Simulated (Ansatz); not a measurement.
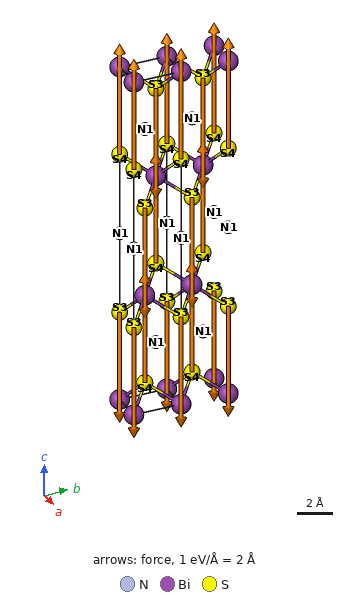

Starting geometry of crystalline BiS2N (a generated structure, set up in R-3m) with the computed forces as orange arrows. A ball-and-stick model of the conventional cell (3 times the calculation's cell), repeated 1 × 2 × 1 with one cell outlined, seen slightly off an axis. Lengths and directions refer to the drawn axes.

The start is a swapped structure.

The calculation used DFT, PAW plane waves, r2SCAN (Ansatz). Settings: plane-wave cutoff 500 eV; k-point mesh 7 × 7 × 7; occupations methfessel paxton; smearing width 0.0203 eV; no spin polarisation; cell and atoms relaxed; force threshold 0.03 eV/Å; at most 40 steps.

> Is this structure relaxed? If not, where do the atoms go?

It isn't relaxed: the largest force vector, on S atoms, is 3.34 eV/Å. The atoms end up moving mostly along the starting forces (cosine between the two patterns 1.00). The largest moves relative to the cell, 0.45 Å, are those of S atoms. N and Bi stay in place. The volume changes by −12.6 %, with a = b 3.761 → 3.880 Å (+3.2 %), c 20.043 → 16.459 Å (−17.9 %). Among the contacts that change: N–S 2.898 → 2.506 Å, Bi–S 2.595 → 2.765 Å. Among the angles between lasting bonds that change: S–Bi–S 92.9° → 89.1°, S–Bi–S 87.1° → 90.9°, Bi–S–Bi 92.9° → 89.1°. The space group stays R-3m (No. 166). The energy falls by 1.971 eV per cell of the calculation in 8 accepted moves (12 points after the start). The largest force component goes from 3.3 to 0.006 eV/Å. The pressure goes from 7.17 to 0.02 GPa. The line search rejected the trial steps at points 6, 8 of the run. At 2 points the geometry stayed and the basis and grid were re-selected for the new cell (energy shift of 1.0 meV per cell of the calculation at most each time). Cost: 42 s on 2 threads of AMD EPYC 9R45 96-Core Processor (Zen 5) (shared host), peak memory 0.7 GiB.
